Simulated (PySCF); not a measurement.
# Two runs on C₄H₁₂O₃Si

System: C₄H₁₂O₃Si.
Method of run A: GIAO PBE/pcSseg-1 NMR shielding, non-relativistic, gas phase (PySCF 2.14.0).

The geometry comes from this level: PBE0-D3(BJ)/def2-SVP. Text and figures count atoms from 1; the logs count them from 0 in places.

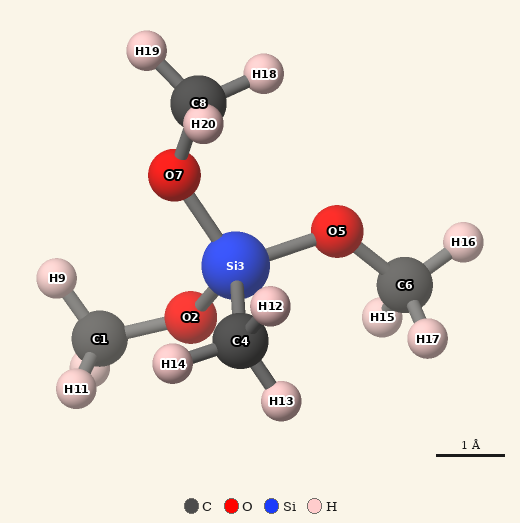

Fig. 1: The structure (ball-and-stick view, seen at a tilt; atoms are numbered from 1 in the order of the input). Bond lengths as drawn: C–H 1.10 to 1.11 Å, C–O 1.40 Å, C–Si 1.86 Å and O–Si 1.65 Å.

**Input, run A**
```
{"job": {"kind": "nmr", "xc": "PBE", "basis": "pcSseg-1", "pop": false}, "charge": 0, "multiplicity": 1}
C     -2.305855     1.411581    -0.186135
O     -1.506290     0.327162    -0.560036
Si    -0.041278    -0.068589     0.088453
C     -0.228393    -0.784153     1.794394
O      0.686066    -1.141038    -0.934146
C      0.123265    -2.324952    -1.419861
O      0.878148     1.302315     0.106480
C      2.258187     1.363723     0.323156
H     -1.758055     2.366924    -0.260898
H     -3.177604     1.460253    -0.856830
H     -2.683718     1.313711     0.849055
H      0.749595    -1.047743     2.226258
H     -0.844475    -1.696837     1.775031
H     -0.714500    -0.066588     2.473730
H     -0.821627    -2.136398    -1.958693
H      0.830589    -2.795656    -2.120059
H     -0.082786    -3.051850    -0.611642
H      2.811757     0.727006    -0.388576
H      2.594554     2.403454     0.189233
H      2.533500     1.051348     1.348138
```

The first line tells a small driver script what to run in PySCF; the rest is the geometry in Å.

Hardware: 1 CPU thread, shared host.

**Output (run A)**
```
coarse grid: 16672 points
cycle   1  E = -673.8575692317  dE =  8.092e-01  |g| = 1.265e+00  |ddm| = 3.894e+00
cycle   2  E = -672.9909583304  dE =  8.666e-01  |g| = 2.451e+00  |ddm| = 3.503e+00
cycle   3  E = -674.1435763454  dE = -1.153e+00  |g| = 2.613e-01  |ddm| = 2.764e+00
cycle   4  E = -674.1562721200  dE = -1.270e-02  |g| = 1.101e-01  |ddm| = 2.838e-01
cycle   5  E = -674.1591799326  dE = -2.908e-03  |g| = 1.425e-02  |ddm| = 8.738e-02
cycle   6  E = -674.1592200658  dE = -4.013e-05  |g| = 4.296e-03  |ddm| = 1.170e-02
cycle   7  E = -674.1592243919  dE = -4.326e-06  |g| = 1.169e-03  |ddm| = 3.951e-03
final grid: 154848 points
cycle   8  E = -674.2630949981  dE =  1.802e-05  |g| = 2.568e-02  |ddm| = 3.087e-02
cycle   9  E = -674.2627863855  dE =  3.086e-04  |g| = 4.829e-02  |ddm| = 4.371e-02
cycle  10  E = -674.2632161334  dE = -4.297e-04  |g| = 4.118e-03  |ddm| = 3.149e-02
cycle  11  E = -674.2632199430  dE = -3.810e-06  |g| = 3.854e-04  |ddm| = 3.839e-03
cycle  12  E = -674.2632199748  dE = -3.174e-08  |g| = 1.197e-04  |ddm| = 5.142e-04
cycle  13  E = -674.2632199778  dE = -3.021e-09  |g| = 3.518e-05  |ddm| = 1.466e-04
cycle  14  E = -674.2632199780  dE = -1.826e-10  |g| = 1.614e-05  |ddm| = 3.478e-05
converged SCF energy = -674.2632199780

GIAO shielding tensors (ppm)
atom      isotropic    diamagn.    paramagn.     s11        s22        s33       span
  0 C      127.212     242.042    -114.830     99.735    101.584    180.317     80.582
  1 O      291.262     401.817    -110.555    216.029    310.906    346.850    130.821
  2 Si     376.573     886.593    -510.020    367.856    368.459    393.404     25.548
  3 C      192.416     259.224     -66.808    191.916    192.363    192.970      1.055
  4 O      290.533     401.983    -111.450    213.102    311.085    347.413    134.310
  5 C      127.248     241.907    -114.658     99.774    101.651    180.319     80.545
  6 O      291.511     401.897    -110.387    215.858    311.813    346.861    131.003
  7 C      127.211     242.142    -114.931     99.637    101.627    180.368     80.731
  8 H       27.345      29.547      -2.201     22.610     25.588     33.838     11.228
  9 H       27.564      27.721      -0.157     23.260     25.046     34.387     11.127
 10 H       27.670      29.410      -1.740     23.123     25.663     34.224     11.101
 11 H       31.316      32.616      -1.300     26.983     29.050     37.915     10.932
 12 H       31.290      32.496      -1.206     26.950     29.078     37.842     10.892
 13 H       31.314      32.590      -1.276     26.981     29.068     37.892     10.911
 14 H       27.361      29.363      -2.002     22.660     25.523     33.900     11.240
 15 H       27.561      27.713      -0.152     23.270     25.041     34.372     11.103
 16 H       27.675      29.396      -1.721     23.109     25.747     34.167     11.058
 17 H       27.356      29.552      -2.196     22.637     25.574     33.857     11.219
 18 H       27.564      27.826      -0.263     23.269     25.045     34.377     11.108
 19 H       27.670      29.503      -1.834     23.118     25.687     34.204     11.086
```

Run B used a changed input.

**The two runs side by side**

```tsv
quantity	run A	run B
outcome	converged	converged
total energy (hartree)	−674.263220	−686.685830
HOMO (eV)	−6.38	−9.06
LUMO (eV)	0.34	−0.31
dipole moment (D)	1.32	1.47
shielding of C1 (ppm)	127.2	119.1
shielding of O2 (ppm)	291.3	294.7
shielding of Si3 (ppm)	376.6	395.5
shielding of C4 (ppm)	192.4	180.9
shielding of O5 (ppm)	290.5	294.1
shielding of C6 (ppm)	127.2	119.1
shielding of C8 (ppm)	127.2	119.1
SCF iterations	14	14
basis functions	203	203
wall time (shared host)	48 s	36 s
```

Which change of the input explains these differences?

The change (lines with − go, lines with + come):
```diff
-"xc": "PBE"
+"xc": "WP04"
```

The total energies belong to different methods, so their difference says nothing on which is more stable or more accurate. The HOMO goes from −6.38 to −9.06 eV. The LUMO goes from 0.34 to −0.31 eV. The dipole moment goes from 1.32 to 1.47 D. Of all shieldings, the largest change is that of Si3, by +18.9 ppm. The functional changes from PBE to WP04. The number of SCF iterations is the same.

**Output (run B)**
```
coarse grid: 16672 points
cycle   1  E = -686.1205293141  dE =  8.642e-01  |g| = 1.612e+00  |ddm| = 3.923e+00
cycle   2  E = -685.2807631007  dE =  8.398e-01  |g| = 2.615e+00  |ddm| = 3.222e+00
cycle   3  E = -686.5620975007  dE = -1.281e+00  |g| = 2.512e-01  |ddm| = 2.455e+00
cycle   4  E = -686.5726487800  dE = -1.055e-02  |g| = 1.171e-01  |ddm| = 2.468e-01
cycle   5  E = -686.5759877392  dE = -3.339e-03  |g| = 1.121e-02  |ddm| = 8.511e-02
cycle   6  E = -686.5760085596  dE = -2.082e-05  |g| = 2.957e-03  |ddm| = 8.659e-03
cycle   7  E = -686.5760105481  dE = -1.989e-06  |g| = 1.046e-03  |ddm| = 2.960e-03
final grid: 154848 points
cycle   8  E = -686.6857922228  dE = -5.300e-05  |g| = 1.358e-02  |ddm| = 2.621e-02
cycle   9  E = -686.6857524065  dE =  3.982e-05  |g| = 2.001e-02  |ddm| = 1.817e-02
cycle  10  E = -686.6858285803  dE = -7.617e-05  |g| = 2.119e-03  |ddm| = 1.141e-02
cycle  11  E = -686.6858294962  dE = -9.159e-07  |g| = 2.335e-04  |ddm| = 1.784e-03
cycle  12  E = -686.6858295058  dE = -9.636e-09  |g| = 8.514e-05  |ddm| = 2.692e-04
cycle  13  E = -686.6858295072  dE = -1.430e-09  |g| = 2.025e-05  |ddm| = 1.020e-04
cycle  14  E = -686.6858295073  dE = -6.048e-11  |g| = 1.030e-05  |ddm| = 1.842e-05
converged SCF energy = -686.6858295073

GIAO shielding tensors (ppm)
atom      isotropic    diamagn.    paramagn.     s11        s22        s33       span
  0 C      119.081     242.092    -123.010     93.783     94.783    168.678     74.894
  1 O      294.716     405.255    -110.539    239.403    303.567    341.179    101.776
  2 Si     395.497     888.099    -492.602    384.265    384.705    417.520     33.255
  3 C      180.882     260.285     -79.403    180.268    180.947    181.433      1.165
  4 O      294.113     405.443    -111.330    237.074    303.808    341.457    104.383
  5 C      119.144     241.950    -122.806     93.860     94.886    168.685     74.825
  6 O      294.888     405.378    -110.491    239.154    304.400    341.110    101.956
  7 C      119.101     242.220    -123.119     93.715     94.863    168.724     75.009
  8 H       27.992      30.195      -2.203     23.396     26.465     34.115     10.719
  9 H       28.198      27.764       0.434     24.068     25.716     34.811     10.743
 10 H       28.340      29.968      -1.628     23.973     26.481     34.568     10.595
 11 H       31.579      33.324      -1.744     27.528     29.424     37.786     10.258
 12 H       31.559      33.175      -1.616     27.498     29.450     37.728     10.230
 13 H       31.575      33.292      -1.717     27.515     29.438     37.771     10.256
 14 H       28.010      29.977      -1.967     23.454     26.395     34.180     10.726
 15 H       28.195      27.765       0.431     24.075     25.712     34.799     10.724
 16 H       28.347      29.956      -1.609     23.952     26.568     34.520     10.569
 17 H       28.002      30.195      -2.193     23.422     26.450     34.135     10.713
 18 H       28.197      27.901       0.296     24.072     25.715     34.803     10.730
 19 H       28.341      30.080      -1.740     23.966     26.504     34.551     10.585
```
